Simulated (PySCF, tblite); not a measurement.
**C5H5FN2: dynamics, then NMR shifts on frames, part 1 of 2**

Aim: move C5H5FN2 (`[H]/N=C1\C[C@H](F)[C@@H]1C#N`) away from its starting geometry and see how NMR shifts follow the geometry.

Computed with tblite 0.8.0 and PySCF 2.14.0, with density-fitted response routines of our own, on a single molecule in the gas phase. Atoms are numbered from 0 throughout.

**1. The molecule as given**

13 atoms, charge 0, multiplicity 1; geometry from: GFN2-xTB.

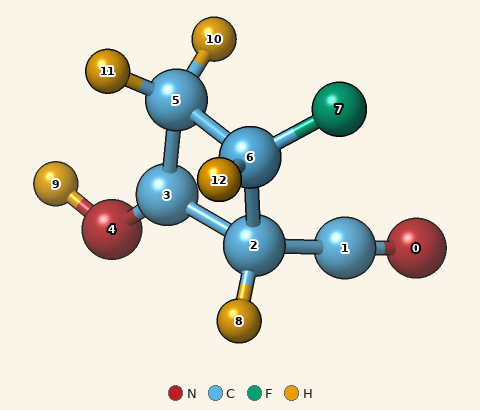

As it starts; nitrogen red, carbon blue, fluorine teal, hydrogen amber, atoms numbered.

**2. Dynamics with GFN2-xTB**

The job: settings as JSON, then the geometry in Å.

```
{"job": {"kind": "md", "xc": "GFN2-xTB", "basis": "xTB", "temperature": 400, "steps": 2000, "every": 50, "frames": 5}, "charge": 0, "multiplicity": 1}
N     -2.080056     1.523784    -1.576764
C     -1.419249     1.175119    -0.713388
C     -0.574356     0.711706     0.355377
C      0.853223     0.459517    -0.104967
N      1.756190     1.285579    -0.320816
C      0.661278    -1.042120    -0.077209
C     -0.677099    -0.811988     0.638803
F     -1.747640    -1.449844     0.084359
H     -0.685208     1.377022     1.213728
H      2.659561     0.909895    -0.597229
H      0.516316    -1.454926    -1.075924
H      1.411360    -1.627053     0.451449
H     -0.678707    -1.056205     1.704854
```

With the program's defaults for keys left out, this is: GFN2-xTB Langevin dynamics, gas phase.

On the command line:

```
$ OMP_NUM_THREADS=1 python probes_run.py task.json out
```

The driver reads the jobs from task.json and runs them one after another.

Log:

```text
t/fs     T/K      E/eV
    0.0   333.4   -646.17860
   25.0   194.7   -645.77837
   50.0   294.6   -645.81606
   75.0   364.7   -645.77756
  100.0   304.4   -645.54189
  125.0   434.8   -645.69291
  150.0   389.9   -645.64780
  175.0   337.7   -645.37430
  200.0   470.3   -645.68961
  225.0   454.2   -645.60348
  250.0   534.8   -645.56376
  275.0   497.3   -645.57616
  300.0   420.4   -645.46994
  325.0   469.7   -645.60164
  350.0   470.1   -645.52533
  375.0   420.3   -645.43067
  400.0   517.3   -645.70095
  425.0   328.2   -645.49623
  450.0   411.9   -645.77331
  475.0   331.9   -645.63005
  500.0   278.6   -645.73498
  525.0   276.7   -645.72303
  550.0   314.3   -645.80230
  575.0   284.3   -645.69155
  600.0   343.7   -645.84342
  625.0   228.7   -645.80106
  650.0   250.0   -645.78486
  675.0   291.3   -645.73814
  700.0   266.0   -645.53174
  725.0   291.4   -645.65359
  750.0   402.5   -645.69454
  775.0   442.5   -645.67908
  800.0   430.9   -645.58664
  825.0   253.7   -645.37058
  850.0   337.0   -645.62434
  875.0   353.7   -645.75247
  900.0   418.9   -645.61452
  925.0   462.2   -645.49541
  950.0   451.2   -645.70331
  975.0   287.8   -645.54276
 1000.0   354.6   -645.54894
```

Run time: 16 s. Hardware: 1 thread of Arm Neoverse N1, shared host.

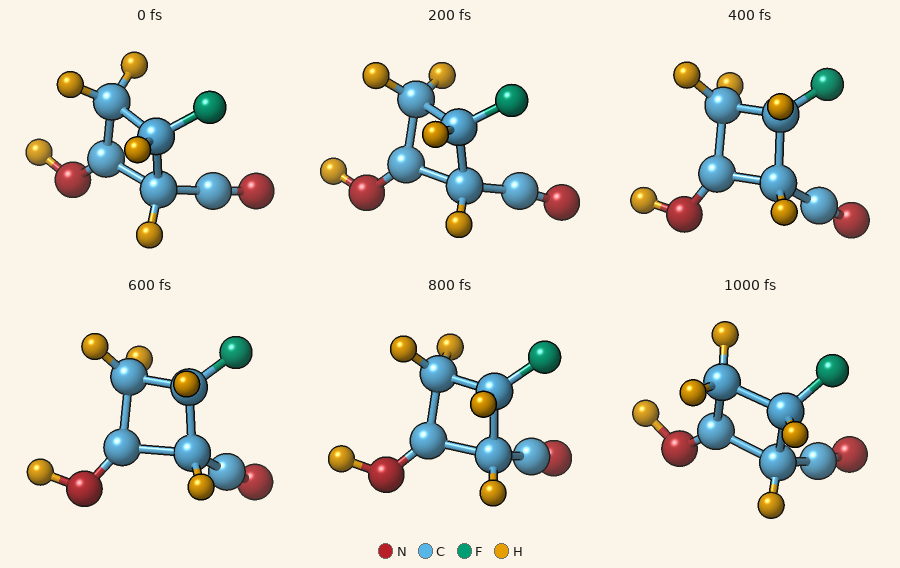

Frames of the run.

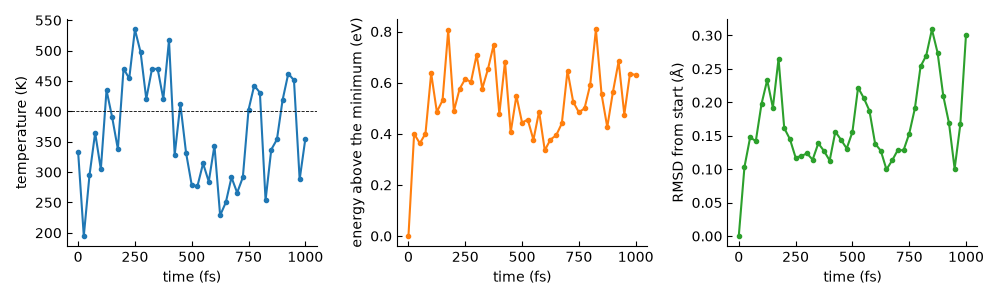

Temperature, potential energy and distance from the start.

Positions (Å) and forces (eV/Å) at 1000 fs:

```xyz
13

N    -2.741    0.783   -1.473   -0.498    0.669   -1.552
C    -2.423    0.449   -0.442    0.339   -0.781    1.746
C    -1.994   -0.120    0.805    1.428   -1.477   -0.859
C    -0.494   -0.570    0.701   -2.724   -0.904    0.986
N     0.466    0.158    0.520    3.292   -0.751   -1.401
C    -0.810   -2.043    1.007   -1.279    0.577    0.863
C    -2.335   -1.632    1.077   -0.119    0.187   -0.823
F    -3.075   -2.279    0.108    0.143    0.400    0.310
H    -2.167    0.465    1.671   -0.330    0.830    0.573
H     1.339   -0.456    0.304   -1.104    1.538    0.765
H    -0.562   -2.742    0.164   -0.201    0.428    1.258
H    -0.570   -2.320    2.086    0.519   -0.059   -1.710
H    -2.936   -1.665    2.003    0.534   -0.658   -0.153
```

**3. NMR shieldings: 250 fs, PBE0/pcSseg-1**

The job: settings as JSON, then the geometry in Å.

```
{"job": {"kind": "nmr", "xc": "PBE0", "basis": "pcSseg-1", "pop": false}, "charge": 0, "multiplicity": 1}
N     -2.602800     1.497100    -1.118600
C     -1.867800     1.028600    -0.383200
C     -0.982600     0.437000     0.536400
C      0.499500     0.303000     0.152800
N      1.369600     1.156200     0.262500
C      0.324400    -1.205500    -0.195300
C     -1.033900    -1.230400     0.395700
F     -1.872200    -1.865300    -0.379600
H     -1.089400     0.851100     1.637900
H      2.277200     0.833300     0.120500
H      0.265300    -1.383400    -1.247800
H      1.084000    -1.834700     0.243800
H     -1.098800    -1.694500     1.354400
```

With the program's defaults for keys left out, this is: GIAO PBE0/pcSseg-1 NMR shielding, non-relativistic, gas phase.

Log:

```text
coarse grid: 11744 points
cycle   1  E = -402.1447630184  dE =  1.447e+00  |g| = 7.025e-01  |ddm| = 3.484e+00
cycle   2  E = -401.8469185911  dE =  2.978e-01  |g| = 1.392e+00  |ddm| = 1.802e+00
cycle   3  E = -402.2421945410  dE = -3.953e-01  |g| = 1.977e-01  |ddm| = 1.244e+00
cycle   4  E = -402.2496343065  dE = -7.440e-03  |g| = 7.110e-02  |ddm| = 1.765e-01
cycle   5  E = -402.2504620942  dE = -8.278e-04  |g| = 2.945e-02  |ddm| = 6.415e-02
cycle   6  E = -402.2506462623  dE = -1.842e-04  |g| = 6.436e-03  |ddm| = 2.542e-02
cycle   7  E = -402.2506536387  dE = -7.376e-06  |g| = 2.163e-03  |ddm| = 5.909e-03
final grid: 116488 points
cycle   8  E = -402.3025795418  dE = -3.486e-05  |g| = 5.424e-03  |ddm| = 2.930e-02
cycle   9  E = -402.3025751232  dE =  4.419e-06  |g| = 7.049e-03  |ddm| = 1.092e-02
cycle  10  E = -402.3025863367  dE = -1.121e-05  |g| = 1.820e-03  |ddm| = 6.365e-03
cycle  11  E = -402.3025869706  dE = -6.340e-07  |g| = 3.484e-04  |ddm| = 1.534e-03
cycle  12  E = -402.3025869863  dE = -1.565e-08  |g| = 2.228e-04  |ddm| = 3.707e-04
cycle  13  E = -402.3025869963  dE = -9.979e-09  |g| = 5.060e-05  |ddm| = 1.726e-04
cycle  14  E = -402.3025869968  dE = -5.025e-10  |g| = 1.407e-05  |ddm| = 4.907e-05
converged SCF energy = -402.3025869968

GIAO shielding tensors (ppm)
atom      isotropic    diamagn.    paramagn.     s11        s22        s33       span
  0 N      -49.008     339.229    -388.237   -208.157   -198.993    260.126    468.283
  1 C       70.802     257.046    -186.244    -42.534    -37.935    292.875    335.409
  2 C      126.281     253.882    -127.601     90.459    139.049    149.335     58.876
  3 C       20.254     250.380    -230.127    -90.009     25.564    125.206    215.215
  4 N      -64.211     322.040    -386.250   -374.922    -62.340    244.629    619.551
  5 C      134.865     252.999    -118.134    102.177    143.257    159.162     56.986
  6 C      107.417     244.545    -137.128     70.347     95.122    156.782     86.435
  7 F      381.576     467.797     -86.221    341.455    377.022    426.252     84.797
  8 H       25.852      26.636      -0.784     23.518     24.468     29.570      6.051
  9 H       21.446      33.717     -12.271     12.403     25.577     26.358     13.955
 10 H       28.706      30.246      -1.540     26.138     27.891     32.089      5.951
 11 H       28.789      29.996      -1.207     25.277     27.729     33.360      8.083
 12 H       27.019      30.163      -3.144     23.195     26.463     31.399      8.204
```

Wall time 33 s (1 thread of Arm Neoverse N1, shared host); peak memory 0.73 GiB.

Shifts follow as δ = σ(reference) − σ, with reference shieldings (ppm) from runs at the same level and on the same kind of geometry: 1H TMS 31.72, 13C TMS 186.9, 19F CFCl3 170.9, 15N NH3 267.7. The references are single molecules in the gas phase, so shifts against H2O, NH3, PH3, H3PO4 or CFCl3 are not on the usual liquid scales and can be off by tens of ppm. Each atom is listed at this fixed geometry, with no averaging over motion; a spectrum would average atoms that exchange fast.

| atoms | environment | σ (ppm) | δ (ppm) |
| --- | --- | --- | --- |
| C3 | carbon bonded to 2 C, N | 20.3 | 166.7 |
| C1 | carbon bonded to C, N | 70.8 | 116.1 |
| C6 | carbon bonded to 2 C, F, H | 107.4 | 79.5 |
| C2 | carbon bonded to 3 C, H | 126.3 | 60.6 |
| C5 | carbon bonded to 2 C, 2 H | 134.9 | 52.1 |
| H9 | hydrogen on a nitrogen bonded to C | 21.45 | 10.27 |
| H8 | hydrogen on a carbon bonded to 3 C | 25.85 | 5.86 |
| H12 | hydrogen on a carbon bonded to 2 C, F | 27.02 | 4.70 |
| H10 | hydrogen on a carbon bonded to 2 C | 28.71 | 3.01 |
| H11 | hydrogen on a carbon bonded to 2 C | 28.79 | 2.93 |
| N4 | nitrogen bonded to C, H | -64.2 | 331.9 |
| N0 | nitrogen bonded to C | -49.0 | 316.7 |
| F7 | fluorine bonded to C | 381.6 | -210.6 |

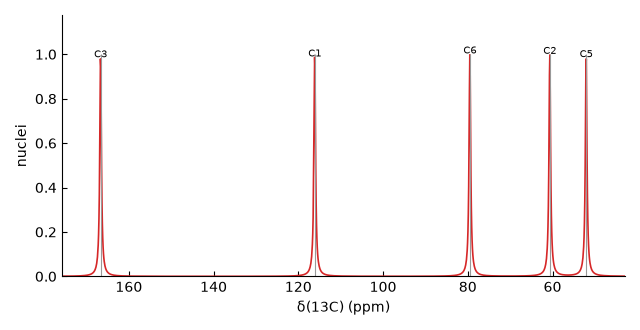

13C lines at the computed shifts, without couplings. Lines are broadened to a width of 0.46 ppm (Lorentzian).

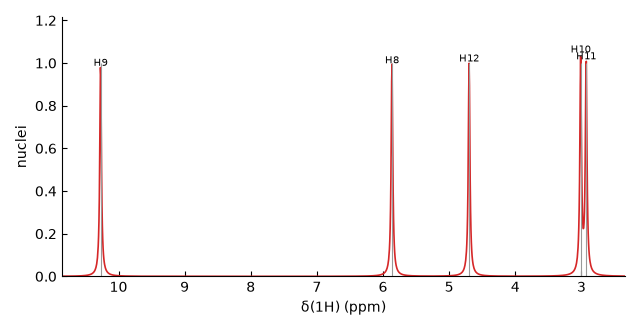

1H lines at the computed shifts, without couplings. Lines are broadened to a width of 0.03 ppm (Lorentzian).

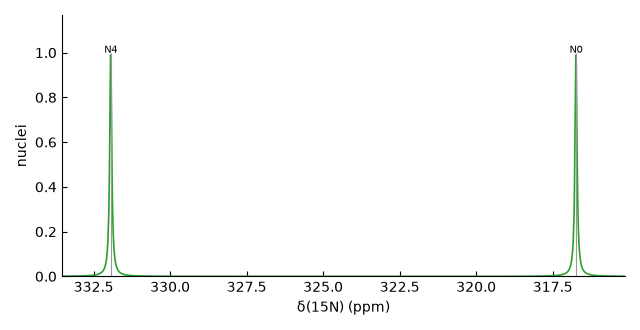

15N lines at the computed shifts, without couplings. Lines are broadened to a width of 0.08 ppm (Lorentzian).

Ring of atoms C2, C3, C5, C6: NICS(0) 4.0, NICS(1) -1.4, NICS(1)zz 2.3 ppm (means of both faces; NICS(1) differs between them: -2.9 and 0.1).

The two faces differ (NICS(1)zz -1.8 and 6.3 ppm).

**4. Nuclear shieldings: 425 fs, PBE0/pcSseg-1**

The job: settings as JSON, then the geometry in Å.

```
{"job": {"kind": "nmr", "xc": "PBE0", "basis": "pcSseg-1", "pop": false}, "charge": 0, "multiplicity": 1}
N     -2.392800     1.376400    -0.876400
C     -2.100000     0.662700    -0.067300
C     -1.625300    -0.286700     0.932000
C     -0.125100    -0.124500     0.864900
N      0.564800     0.789300     1.356600
C      0.024700    -1.458700     0.119500
C     -1.434100    -1.723500     0.271300
F     -2.194300    -2.064300    -0.915600
H     -2.201200    -0.325700     1.814100
H      1.554300     0.719400     0.996600
H      0.331500    -1.430600    -0.888900
H      0.767800    -2.222000     0.542500
H     -1.692500    -2.573100     1.064200
```

Level: GIAO PBE0/pcSseg-1 NMR shielding, non-relativistic, gas phase.

Log:

```text
coarse grid: 11744 points
cycle   1  E = -402.1260236528  dE =  1.268e+00  |g| = 7.411e-01  |ddm| = 3.443e+00
cycle   2  E = -401.7872528068  dE =  3.388e-01  |g| = 1.511e+00  |ddm| = 1.841e+00
cycle   3  E = -402.2383844512  dE = -4.511e-01  |g| = 1.599e-01  |ddm| = 1.245e+00
cycle   4  E = -402.2429470166  dE = -4.563e-03  |g| = 7.718e-02  |ddm| = 1.617e-01
cycle   5  E = -402.2440081855  dE = -1.061e-03  |g| = 2.633e-02  |ddm| = 6.117e-02
cycle   6  E = -402.2441426408  dE = -1.345e-04  |g| = 5.835e-03  |ddm| = 2.263e-02
cycle   7  E = -402.2441486175  dE = -5.977e-06  |g| = 2.612e-03  |ddm| = 5.675e-03
final grid: 116488 points
cycle   8  E = -402.2968794735  dE = -3.778e-05  |g| = 7.140e-03  |ddm| = 3.095e-02
cycle   9  E = -402.2968640480  dE =  1.543e-05  |g| = 1.133e-02  |ddm| = 1.517e-02
cycle  10  E = -402.2968910636  dE = -2.702e-05  |g| = 1.773e-03  |ddm| = 8.851e-03
cycle  11  E = -402.2968916667  dE = -6.032e-07  |g| = 3.896e-04  |ddm| = 1.682e-03
cycle  12  E = -402.2968916900  dE = -2.327e-08  |g| = 2.161e-04  |ddm| = 4.222e-04
cycle  13  E = -402.2968916985  dE = -8.484e-09  |g| = 6.435e-05  |ddm| = 1.630e-04
cycle  14  E = -402.2968916992  dE = -7.562e-10  |g| = 2.559e-05  |ddm| = 6.375e-05
converged SCF energy = -402.2968916992

GIAO shielding tensors (ppm)
atom      isotropic    diamagn.    paramagn.     s11        s22        s33       span
  0 N      -35.707     339.935    -375.642   -212.805   -179.653    285.338    498.144
  1 C       73.017     260.427    -187.410    -40.928    -29.425    289.403    330.331
  2 C      135.849     258.908    -123.059    106.180    146.761    154.605     48.425
  3 C       16.305     248.323    -232.018   -101.831     24.771    125.974    227.805
  4 N      -85.048     325.264    -410.312   -395.548    -82.226    222.631    618.178
  5 C      136.543     251.906    -115.364    106.283    137.497    165.847     59.564
  6 C       87.989     245.552    -157.563     44.395     64.756    154.816    110.420
  7 F      342.102     470.189    -128.087    301.272    328.537    396.497     95.225
  8 H       28.310      30.168      -1.859     24.899     27.591     32.439      7.540
  9 H       21.078      32.141     -11.064     14.121     23.461     25.650     11.529
 10 H       28.555      31.351      -2.796     26.141     27.491     32.031      5.890
 11 H       27.176      27.732      -0.556     23.775     25.752     32.000      8.225
 12 H       24.572      26.324      -1.752     21.330     23.937     28.448      7.118
```

It took 32 s on 1 thread of Arm Neoverse N1, shared host; peak memory 0.82 GiB.

Key values: δ C3 170.6, C1 113.9, C6 98.9, C2 51.1, H9 10.64, H12 7.15 ppm.

(Continued in part 2 of 2.)
